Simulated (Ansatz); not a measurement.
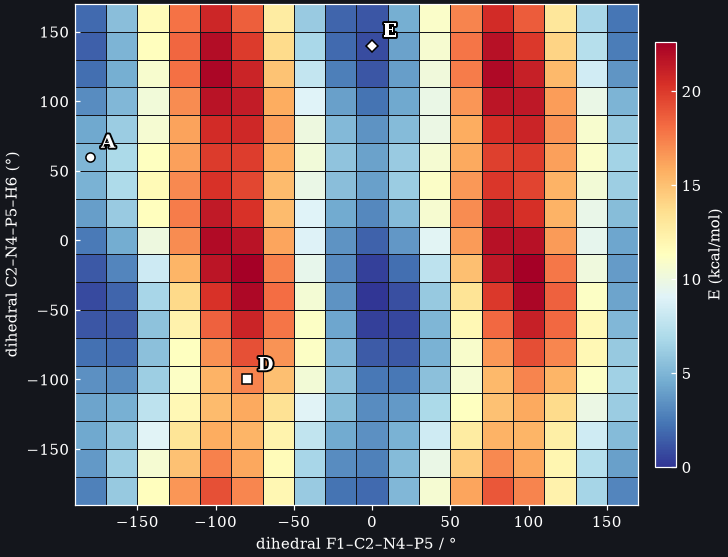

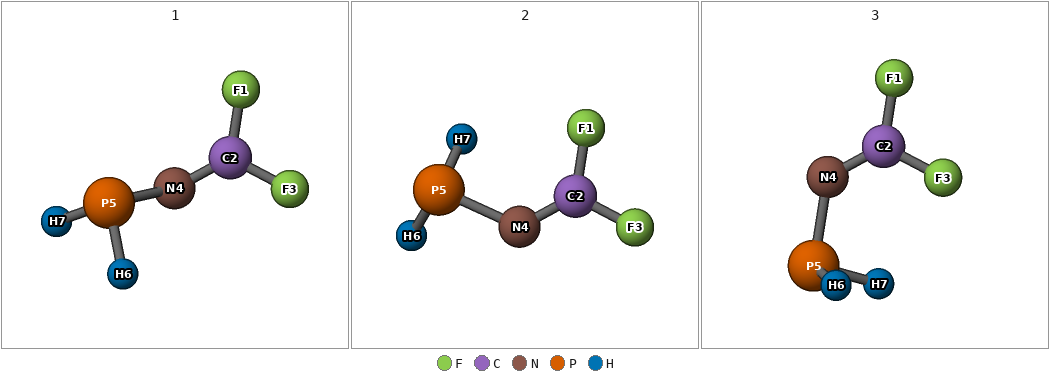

CH2F2NP, SMILES FC(F)=NP. First axis: dihedral F1–C2–N4–P5. Second axis: dihedral C2–N4–P5–H6. Nothing is relaxed (all other coordinates rigid). The scan uses an 18 × 18 grid. All energies are given in kcal/mol relative to the lowest grid point. The dihedral twists a double bond; near 90° a spin-restricted reference is unreliable. These are results of Ansatz, RKS PBE0-D4/def2-SVP, not measurements.

Drawn: one coloured cell a grid point, lettered points. The numbered pictures are the structures at these points, in random order.

### Which structure belongs to which point?

A is structure 3: dihedral F1–C2–N4–P5 = −180°, dihedral C2–N4–P5–H6 = 60°, 5.0 kcal/mol; D is structure 1: dihedral F1–C2–N4–P5 = −80°, dihedral C2–N4–P5–H6 = −100°, 17.3 kcal/mol; E is structure 2: dihedral F1–C2–N4–P5 = 0°, dihedral C2–N4–P5–H6 = 140°, 0.9 kcal/mol.
